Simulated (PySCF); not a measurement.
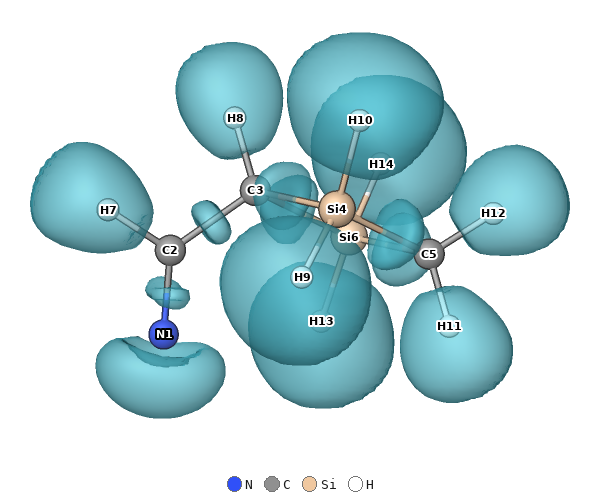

The picture shows: C3H8NSi2 (SMILES [N]=CC1[SiH2]C[SiH2]1) (doublet). Isosurface of the ELF at 0.85 (cyan), seen from one side. Core shells and regions of very low density are left out.

Geometry: GFN2-xTB.

Level of theory: UKS B3LYP, pcH-1 on C H N Si, non-relativistic, mean-field spin-orbit, GIAO (PySCF 2.14.0, density-fitted response routines).

The calculation's input:

```
{"job": {"kind": "epr", "basis": "pcH-1"}, "charge": 0, "multiplicity": 2}
N     -1.484920    -1.488506     1.519916
C     -1.555567    -1.269669     0.319232
C     -0.562398    -0.591795    -0.560823
Si    -0.534144     1.327292    -0.276325
C      1.276689     1.126571     0.309458
Si     1.263564    -0.775479     0.042377
H     -2.459053    -1.570439    -0.237065
H     -0.745914    -0.873760    -1.597513
H     -1.484033     1.784758     0.732267
H     -0.709166     2.062508    -1.532145
H      1.438531     1.423667     1.341815
H      2.007430     1.664509    -0.288168
H      1.402123    -1.588950     1.240843
H      2.146179    -1.231179    -1.036036
```

Run with:

```sh
OMP_NUM_THREADS=1 python probes_run.py task.json out
```

Q: What do the ELF domains correspond to?

A: The ELF exceeds this value in one region between bonded C–C atoms (shared pairs), one region between bonded C–N atoms (shared pairs), four regions between bonded C–Si atoms (shared pairs), eight regions around hydrogen nuclei and one lobe on N, pointing away from the bonds (non-bonding electrons).

Values along the shortest contacts:
C–N (1.22 Å): the ELF peaks at about 0.90 between the atoms; a multiple bond. C–C (1.49 Å): the ELF peaks at about 0.95 between the atoms: localised, covalent bonding.
